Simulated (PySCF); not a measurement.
# C2H6OSSi2: one change and its effect

System: C2H6OSSi2.
Method of run A: GIAO PBE0/6-31G NMR shielding, non-relativistic, gas phase (PySCF 2.14.0).

The geometry comes from this level: PBE0-D3(BJ)/def2-SVP. Text and figures count atoms from 1; the logs count them from 0 in places.

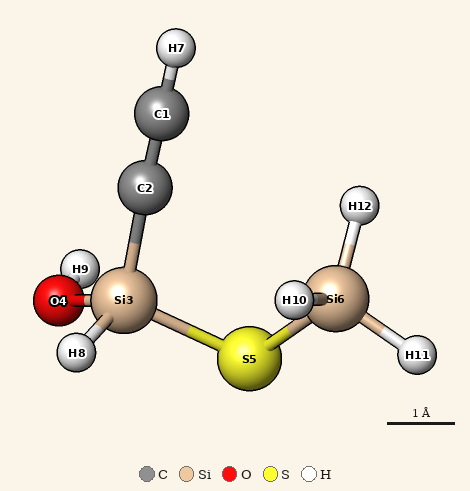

Fig. 1: The input geometry (ball-and-stick view, seen at a tilt; atoms are numbered from 1 in the order of the input). Bond lengths as drawn: C–C 1.22 Å, C–H 1.08 Å, C–Si 1.84 Å, H–O 0.96 Å, H–Si 1.48 to 1.49 Å, O–Si 1.65 Å and S–Si 2.15 Å.

Input, run A:
```
{"job": {"kind": "nmr", "xc": "PBE0", "basis": "6-31G", "pop": true}, "charge": 0, "multiplicity": 1}
C      1.164762    -1.259636     1.266473
C      1.148028    -0.475455     0.335072
Si     1.059791     0.710671    -1.062302
O      2.168205     0.367532    -2.238884
S     -0.913155     0.594401    -1.901496
Si    -2.090937     0.164419    -0.148931
H      1.186169    -1.952612     2.089318
H      1.385509     2.073635    -0.585827
H      2.100730    -0.494285    -2.662008
H     -1.685272     1.032922     0.994220
H     -3.492175     0.478471    -0.549183
H     -1.993784    -1.268564     0.248549
```

The first line tells a small driver script what to run in PySCF; the rest is the geometry in Å.

Launched with:
```bash
OMP_NUM_THREADS=1 python <driver script> task.json out
```

Hardware: 1 CPU thread, shared host.

Output (run A):
```
coarse grid: 11856 points
cycle   1  E = -1131.4193063065  dE =  6.685e-01  |g| = 7.280e-01  |ddm| = 3.396e+00
cycle   2  E = -1131.2617671604  dE =  1.575e-01  |g| = 1.158e+00  |ddm| = 2.177e+00
cycle   3  E = -1131.5402166208  dE = -2.784e-01  |g| = 1.276e-01  |ddm| = 1.427e+00
cycle   4  E = -1131.5446075317  dE = -4.391e-03  |g| = 3.391e-02  |ddm| = 2.137e-01
cycle   5  E = -1131.5449056399  dE = -2.981e-04  |g| = 1.765e-02  |ddm| = 6.460e-02
cycle   6  E = -1131.5449819189  dE = -7.628e-05  |g| = 5.787e-03  |ddm| = 1.972e-02
cycle   7  E = -1131.5449903674  dE = -8.448e-06  |g| = 1.582e-03  |ddm| = 7.447e-03
final grid: 101456 points
cycle   8  E = -1131.4683868726  dE = -6.742e-06  |g| = 5.491e-03  |ddm| = 1.826e-02
cycle   9  E = -1131.4683757242  dE =  1.115e-05  |g| = 8.836e-03  |ddm| = 1.530e-02
cycle  10  E = -1131.4683939369  dE = -1.821e-05  |g| = 1.662e-03  |ddm| = 9.300e-03
cycle  11  E = -1131.4683946765  dE = -7.396e-07  |g| = 2.810e-04  |ddm| = 1.662e-03
cycle  12  E = -1131.4683946943  dE = -1.787e-08  |g| = 6.919e-05  |ddm| = 3.081e-04
cycle  13  E = -1131.4683946956  dE = -1.256e-09  |g| = 2.189e-05  |ddm| = 1.307e-04
cycle  14  E = -1131.4683946958  dE = -1.669e-10  |g| = 3.881e-06  |ddm| = 3.905e-05
converged SCF energy = -1131.4683946958

GIAO shielding tensors (ppm)
atom      isotropic    diamagn.    paramagn.     s11        s22        s33       span
  0 C      102.006     275.550    -173.543     32.934     34.101    238.984    206.050
  1 C      121.161     276.320    -155.159     35.422     36.933    291.129    255.706
  2 Si     433.310     878.503    -445.193    378.642    432.589    488.698    110.056
  3 O      289.932     392.809    -102.876    263.268    290.158    316.371     53.103
  4 S      838.011    1059.062    -221.051    711.396    859.429    943.208    231.813
  5 Si     472.683     881.654    -408.971    435.703    466.121    516.226     80.523
  6 H       29.735      29.674       0.060     25.142     25.776     38.287     13.145
  7 H       27.050      28.323      -1.273     23.079     24.322     33.749     10.670
  8 H       31.787      28.543       3.245     24.436     27.860     43.066     18.631
  9 H       28.522      30.469      -1.947     24.725     26.757     34.083      9.358
 10 H       28.324      29.350      -1.026     24.063     25.681     35.228     11.165
 11 H       28.308      30.834      -2.527     24.203     26.645     34.076      9.873
```

Run B used a changed input.

The two runs side by side:

```tsv
quantity	run A	run B
outcome	converged	converged
total energy (hartree)	−1131.468395	−1118.555899
HOMO (eV)	−7.48	−3.58
LUMO (eV)	−0.59	4.24
dipole moment (D)	3.65	1.21
shielding of C1 (ppm)	102.0	151.7
shielding of C2 (ppm)	121.2	170.5
shielding of Si3 (ppm)	433.3	530.4
shielding of O4 (ppm)	289.9	401.9
shielding of S5 (ppm)	838.0	1017.7
shielding of Si6 (ppm)	472.7	568.0
shielding of H9 (ppm)	31.8	35.4
SCF iterations	14	13
basis functions	78	48
wall time (shared host)	16 s	8 s
```

What was changed in the input?

The change (lines with − go, lines with + come):
```diff
-"basis": "6-31G"
+"basis": "STO-3G"
```

The total energy of run B is 8102.7 kcal/mol higher, which measures the change of basis and not a stability. The HOMO goes from −7.48 to −3.58 eV. The LUMO goes from −0.59 to 4.24 eV. The dipole moment goes from 3.65 to 1.21 D. Of all shieldings, the largest change is that of S5, by +179.6 ppm. The SCF takes 13 iterations against 14. The basis functions go from 78 to 48.

Output (run B):
```
coarse grid: 11856 points
cycle   1  E = -1118.4465264714  dE =  1.771e-01  |g| = 6.292e-01  |ddm| = 4.394e+00
cycle   2  E = -1118.3978065000  dE =  4.872e-02  |g| = 7.919e-01  |ddm| = 2.214e+00
cycle   3  E = -1118.5960359515  dE = -1.982e-01  |g| = 1.544e-01  |ddm| = 1.262e+00
cycle   4  E = -1118.6007453348  dE = -4.709e-03  |g| = 9.594e-02  |ddm| = 2.558e-01
cycle   5  E = -1118.6031515109  dE = -2.406e-03  |g| = 1.680e-02  |ddm| = 1.093e-01
cycle   6  E = -1118.6032507122  dE = -9.920e-05  |g| = 3.099e-03  |ddm| = 3.298e-02
cycle   7  E = -1118.6032550178  dE = -4.306e-06  |g| = 4.039e-04  |ddm| = 7.244e-03
final grid: 101456 points
cycle   8  E = -1118.5558967762  dE = -5.853e-06  |g| = 2.319e-03  |ddm| = 1.267e-02
cycle   9  E = -1118.5558972817  dE = -5.055e-07  |g| = 2.102e-03  |ddm| = 8.367e-03
cycle  10  E = -1118.5558989869  dE = -1.705e-06  |g| = 2.549e-04  |ddm| = 3.960e-03
cycle  11  E = -1118.5558990012  dE = -1.426e-08  |g| = 1.519e-04  |ddm| = 4.189e-04
cycle  12  E = -1118.5558990074  dE = -6.231e-09  |g| = 2.258e-05  |ddm| = 1.649e-04
cycle  13  E = -1118.5558990076  dE = -1.583e-10  |g| = 6.411e-06  |ddm| = 4.350e-05
converged SCF energy = -1118.5558990076

GIAO shielding tensors (ppm)
atom      isotropic    diamagn.    paramagn.     s11        s22        s33       span
  0 C      151.683     267.375    -115.692    100.771    101.797    252.481    151.710
  1 C      170.533     268.997     -98.464    106.553    113.060    291.986    185.433
  2 Si     530.359     869.339    -338.980    459.771    529.324    601.984    142.212
  3 O      401.919     372.721      29.198    286.904    425.401    493.451    206.548
  4 S     1017.657    1046.610     -28.953    949.711   1016.858   1086.401    136.689
  5 Si     568.027     870.793    -302.766    527.140    547.867    629.076    101.936
  6 H       29.997      31.974      -1.978     24.889     25.504     39.597     14.709
  7 H       29.705      31.301      -1.596     25.705     26.624     36.786     11.080
  8 H       35.412      29.128       6.284     27.903     32.744     45.589     17.687
  9 H       30.843      33.703      -2.860     26.773     29.174     36.582      9.809
 10 H       30.660      30.032       0.628     26.257     27.707     38.015     11.759
 11 H       30.724      33.399      -2.675     26.667     29.013     36.491      9.824
```
